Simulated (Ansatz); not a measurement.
**Fields on a plane of CrI3 (BiI3 type, space group R-3)**

```xyz
8
Lattice="3.4458 1.9894 6.6306 -3.4458 1.9894 6.6306 0.0000 -3.9789 6.6306" Properties=species:S:1:pos:R:3 pbc="T T T"
Cr     0.0000     0.0000     6.6382
Cr     0.0000     0.0000    13.2535
I     -2.2420    -0.1118     8.1938
I      1.2178    -1.8857     8.1938
I      1.0242     1.9975     8.1938
I      2.2420     0.1118    11.6979
I     -1.2178     1.8857    11.6979
I     -1.0242    -1.9975    11.6979
```

The slice is a (0001) plane (indices of the conventional cell) through the point (0.272, 0.569, 0.923) (fractional), spanned by u = [1 0 -1] and v = [-1 2 -1] in vectors of this cell: u (6.89 Å) and v (11.94 Å, at 90° to u). It covers one period; positions are fractions (u, v).

Atoms on it: I at (0.00, 0.35); I at (0.50, 0.85); I at (0.47, 0.18); I at (0.97, 0.68); I at (0.00, 0.00); I at (0.50, 0.50).

Level of theory: r2SCAN+rVV10 (plane waves to 500 eV, PAW, scalar-relativistic; Ansatz, a program for electronic structure). k mesh 6×6×6. Near the nuclei the fields are pseudised (PAW); where an atom keeps semicore shells as valence, they peak there. CrI3 was relaxed with its symmetry unable to fall. Relaxed CrI3 ends ferromagnetic. Spin-orbit coupling is left out, though I is heavy. The PAW data are Ansatz's earlier set. The magnetic order is the one the run started from; other orders were not tried.

```
|xx--##%%::..++%%%%%%**....####--|
|**##%%**..==%%%%####%%++  ==%%##|
|%%%%**....####==xx==##%%::..**%%|
|::::..  ::%%**xxxxxx**%%--  ..::|
|..      ::%%%%--xx--##%%::  ..::|
|####==    %%@@%%**##%%++..--##%%|
|**%%@@==  --@@@@@@%%**....##%%##|
|xx**@@%%    --++**==..  ++%%**::|
|xx==@@@@::              **%%==xx|
|xx++@@%%    ::====::    ++%%++xx|
|**%%@@==  ::@@@@@@%%++  ::%%%%**|
|%%##++    %%@@%%####%%==..==##%%|
|::..    ::@@%%==xx--##%%::..::::|
|....    ::%%**xxxxxx**%%--  ....|
|%%%%**....####--xx--##%%::..++%%|
|####%%++  ==%%##**##%%**..==%%%%|
|xx==##%%::..**%%%%%%**....####==|
|xxxx**%%--  ..::::::..  ::%%**xx|
|xx--##%%::  ..::..      ::%%%%--|
|**##%%++..--##%%####==    %%@@%%|
|@@%%**....##%%##**%%@@==  --@@@@|
|**==..  ++%%**::xx**@@%%    --++|
|        **%%==xxxx==@@@@::      |
|==::    ++%%++xxxx++@@%%    ::==|
|@@%%++  ::%%%%****%%@@==  ::@@@@|
|####%%==..==##%%%%##++    %%@@%%|
|xx--##%%::..::::::..    ::@@%%==|
|xxxx**%%--  ........    ::%%**xx|
```
Scale: ten equal steps from 0.02 (start of ' ') to 0.83 (end of '@'), in the order ' .:-=+*#%@'. Values: electron localisation function (ELF). The map has 16 points along u (two characters each, u = 0 at the left) and 28 along v (v = 0 in the bottom row). Points within 0.5 Å of a nucleus are blanked (x), as the pseudised field means little there.

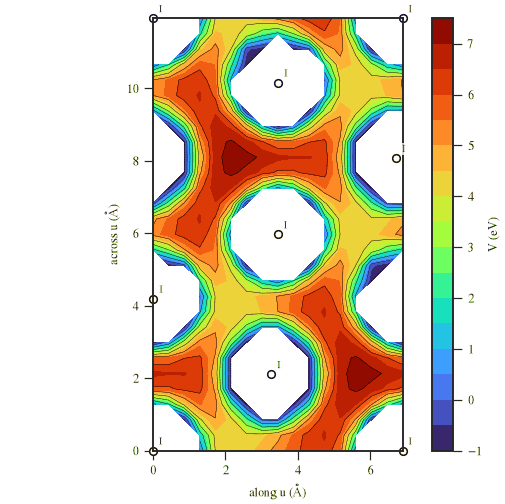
Figure: Electrostatic potential energy of an electron, from the cell's mean, in eV, one period of the plane, atoms marked. Points within 1 Å of a nucleus are left white, as the pseudised field means little there. Values under -1 eV are set to -1. The zero, the cell's mean, hangs on the PAW cores.
